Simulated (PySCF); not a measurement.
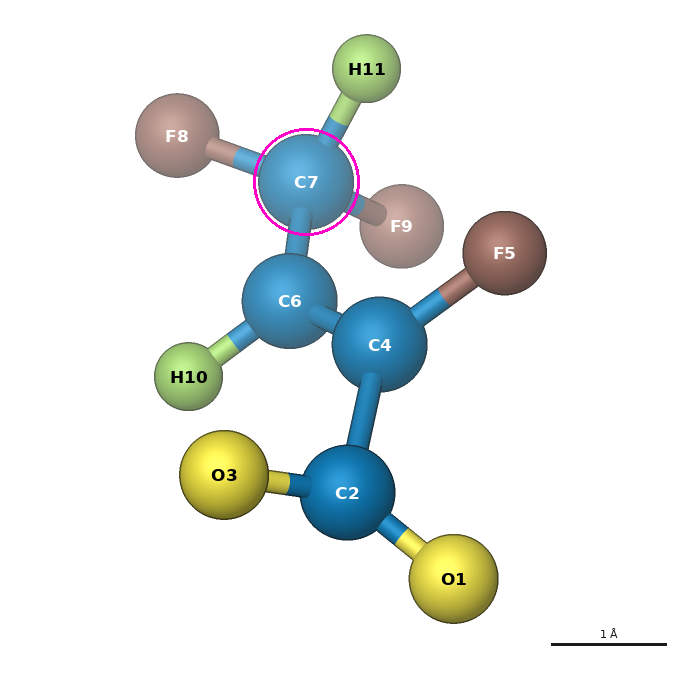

Orthographic view. Atoms fade into the background with distance from the viewer. State: charge −1, singlet. Geometry: a frame of a GFN2-xTB molecular-dynamics simulation, not a minimum.

Q: Which atoms are bonded to the circled atom?

A: The circled atom is C7; it is bonded to C6, F8, F9, H11.

Q: Which atom is nearest the viewer?

A: O3, 2.3 Å in front of the mean position.

Q: Of C4 and C6, which is nearer the viewer?

A: C4; the bond to C6 points away from the viewer, so it looks shorter than its 1.30 Å.

Q: Which atom is farthest from the viewer?

A: F9, 2.4 Å behind the mean position.
